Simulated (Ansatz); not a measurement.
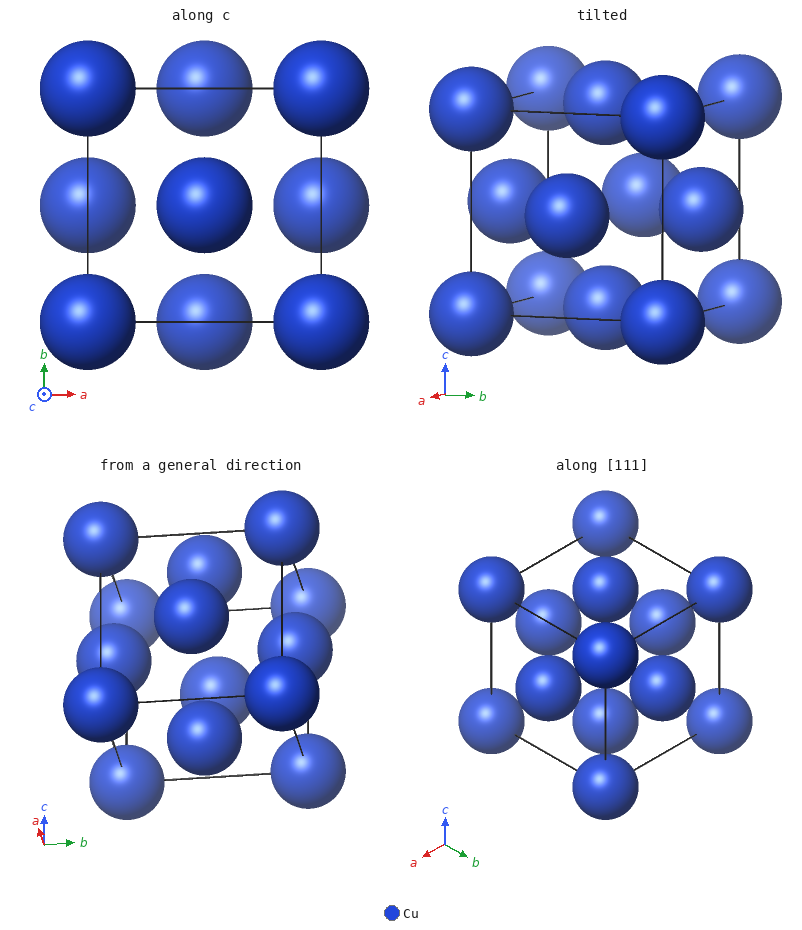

The crystal in a spheres-only representation, seen along the c axis, slightly off an axis, from a general direction and along [111]. One conventional unit cell is framed, with atoms on its boundary repeated.

Question: Determine the atoms per cell.

Answer: 4 (copper), counting shared atoms by their share.

Question: Lattice type?

Answer: Face-centred cubic.

Question: Which of the 230 space groups is it?

Answer: Fm-3m (No. 225), with Cu on 4a.

Question: Give the prototype.

Answer: Face-centred cubic (Cu type).

The model was built from the standard structure of this element. Earlier steps of the study may have refined or changed the cell and positions. It was the input of a calculation with Ansatz.
